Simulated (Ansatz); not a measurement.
Consider SiO2 in the rutile structure (space group P4_2/mnm, No. 136; a = 4.236 Å, c = 2.690 Å). Axes: x, y, z lie along a, b, c of the conventional cell.

Structures relaxed with Ansatz (a first-principles code) PBE, no spin-orbit coupling.

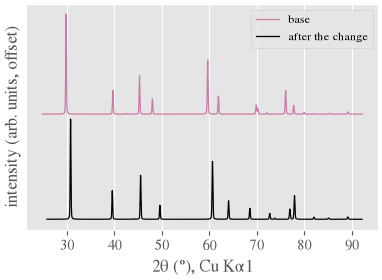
*Simulated powder patterns before (top) and after one change*

Q: Which change produced these results?
A. biaxial strain −1.80 %, plane normal [001], relaxed out of plane
B. biaxial strain −1.20 %, plane normal [001], relaxed out of plane
C. biaxial strain −3.00 %, plane normal [001], relaxed out of plane
D. biaxial strain −0.60 %, plane normal [001], relaxed out of plane

A: C, biaxial strain −3.00 %, plane normal [001], relaxed out of plane. Its volume per atom is 7.70 Å³ against 8.05 Å³, and its space group is P4_2/mnm (No. 136).

Stability against distortions was not tested.
